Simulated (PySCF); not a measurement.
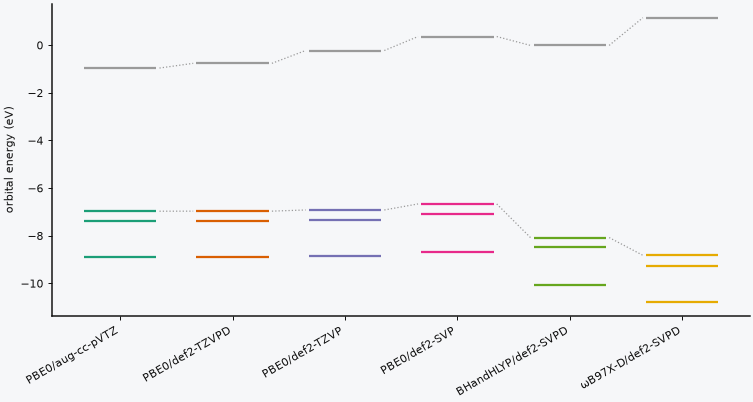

Frontier orbital energies of BNH₅Br, SMILES [NH3+][BH2-]Br at one geometry, PySCF, at a PBE0-D3(BJ)/def2-SVP geometry (no frequency check). Empty levels are grey, levels within 0.1 eV stand side by side; all columns show the same few orbitals around the gap. Dotted lines join the HOMOs and the LUMOs.

Compare the HOMO-LUMO separations.

Answer. The separation grows from 6.01 eV (PBE0/aug-cc-pVTZ) to 9.97 eV (ωB97X-D/def2-SVPD).

```tsv
level	HOMO (eV)	LUMO (eV)	separation (eV)
PBE0/aug-cc-pVTZ	−6.97	−0.96	6.01
PBE0/def2-TZVPD	−6.97	−0.77	6.20
PBE0/def2-TZVP	−6.92	−0.23	6.69
PBE0/def2-SVP	−6.67	0.36	7.03
BHandHLYP/def2-SVPD	−8.08	−0.01	8.07
ωB97X-D/def2-SVPD	−8.82	1.15	9.97
```

Caveats, for all or some of the runs: empty levels above zero depend strongly on the basis; spin-orbit coupling is left out, and with Br it can shift these levels and split any degenerate set.
